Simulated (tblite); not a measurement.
# GeBH₂Cl₃: energy and gradient calculation

The run: energy and gradient calculation of GeBH₂Cl₃, SMILES [Cl][GeH2][B](Cl)Cl. Method and program: GFN1-xTB, R-SCC (tblite 0.8.0).

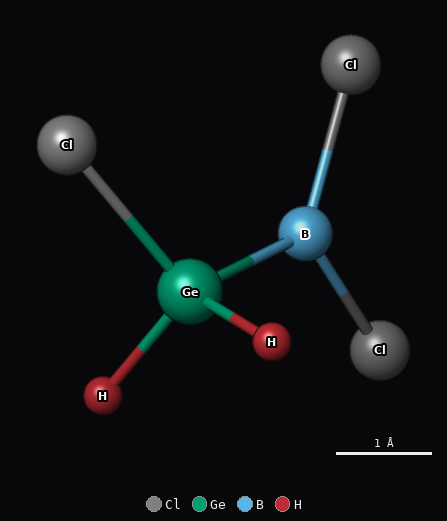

**Figure 1.** The structure as given in the input (ball-and-stick view, seen at a tilt). Sticks mark near contacts. Bond lengths as drawn: B–Cl 1.85 to 1.86 Å, B–Ge 2.02 Å, Cl–Ge 2.14 Å and Ge–H 1.55 Å.

**Input (job.py)**
```python
"""GFN1-xTB energy and gradient"""
import json
import numpy as np
from tblite.interface import Calculator
from rdkit import Chem
from rdkit.Chem import AllChem

rdmol = Chem.AddHs(Chem.MolFromSmiles('[Cl][GeH2][B](Cl)Cl'))
AllChem.EmbedMolecule(rdmol, randomSeed=827)
AllChem.MMFFOptimizeMolecule(rdmol, maxIters=200)
symbols = [a.GetSymbol() for a in rdmol.GetAtoms()]
numbers = np.array([a.GetAtomicNum() for a in rdmol.GetAtoms()])
positions = rdmol.GetConformer().GetPositions() / 0.52917721

xtb = Calculator("GFN1-xTB", numbers, positions, charge=0, uhf=0)
xtb.set("verbosity", 0)
res = xtb.singlepoint()

print(f"total energy: {res.get('energy'):.8f} Eh")
eps = np.atleast_2d(res.get("orbital-energies")) * 27.211386
occ = np.atleast_2d(res.get("orbital-occupations"))
filled = occ.sum(axis=0) if eps.shape[0] == 1 else occ[0]
homo = np.nonzero(filled > 0.5)[0].max()
print(f"HOMO {eps[0, homo]:.4f} eV")
if homo + 1 < eps.shape[1]:
    print(f"LUMO {eps[0, homo + 1]:.4f} eV, gap {eps[0, homo + 1] - eps[0, homo]:.4f} eV")
mu = res.get("dipole") * 2.541746
print(f"Dipole moment: {np.linalg.norm(mu):.4f} D, components " + " ".join(f"{c:.4f}" for c in mu))
q = res.get("charges")
g = res.get("gradient")
print("atom     charge      dE/dx        dE/dy        dE/dz   (Eh/bohr)")
for i, s in enumerate(symbols):
    print(f"{s:<2}{i + 1:<3} {q[i]:9.4f} {g[i, 0]:12.7f} {g[i, 1]:12.7f} {g[i, 2]:12.7f}")
print(f"gradient norm {np.linalg.norm(g):.6f} Eh/bohr")
out = {k: np.asarray(res.get(k)).tolist() for k in ("energy", "gradient", "charges", "dipole", "orbital-energies", "orbital-occupations")}
out.update(symbols=symbols, positions=(positions * 0.529177210903).tolist())
json.dump(out, open("results.json", "w"))
```

Machine: 1 thread of Intel Xeon (Granite Rapids), 192 GiB of memory available, shared host.

Launched with:
```bash
python job.py
```

**The program's output**
```
total energy: -17.03257881 Eh
HOMO -12.0771 eV
LUMO -8.6341 eV, gap 3.4429 eV
Dipole moment: 1.2255 D, components -0.0507 -1.1650 0.3768
atom     charge      dE/dx        dE/dy        dE/dz   (Eh/bohr)
Cl1     -0.0940   -0.0031528    0.0029526   -0.0018577
Ge2      0.1666    0.0046676    0.0161796   -0.0008968
B 3      0.2997   -0.0352470   -0.0074412   -0.0033320
Cl4     -0.1352    0.0114590    0.0360773    0.0058178
Cl5     -0.1386    0.0258655   -0.0316152   -0.0039714
H 6     -0.0449   -0.0028649   -0.0052796    0.0205758
H 7     -0.0537   -0.0007273   -0.0108735   -0.0163358
gradient norm 0.074909 Eh/bohr
```

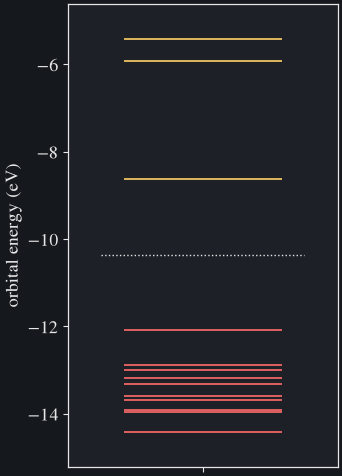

**Figure 2.** Orbital energies near the frontier; the dotted line parts filled from empty levels, and levels within 0.02 eV of each other stand side by side. Highest filled −12.08 eV, lowest empty −8.63 eV, 3.45 eV apart.

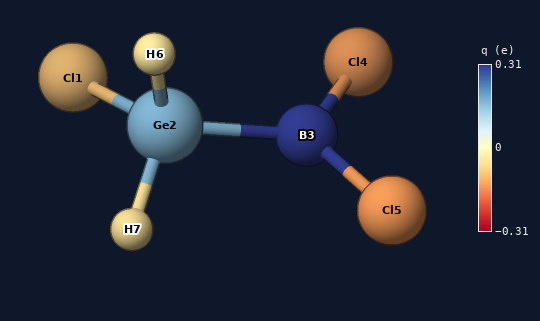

**Figure 3.** Mulliken charges, as the colour of each atom (ball-and-stick view, seen at a tilt; atoms are numbered from 1 in the order of the input). By element: Cl −0.14 to −0.09, Ge +0.17, B +0.30 and H −0.05 to −0.04 e.

**Results in brief**

- outcome: converged
- total energy: −17.032579 hartree
- basis functions: 44
- largest force: 2.110 eV/Å
- HOMO: −12.08 eV
- LUMO: −8.63 eV
- dipole moment: 1.23 D
- peak memory: 0.11 GiB
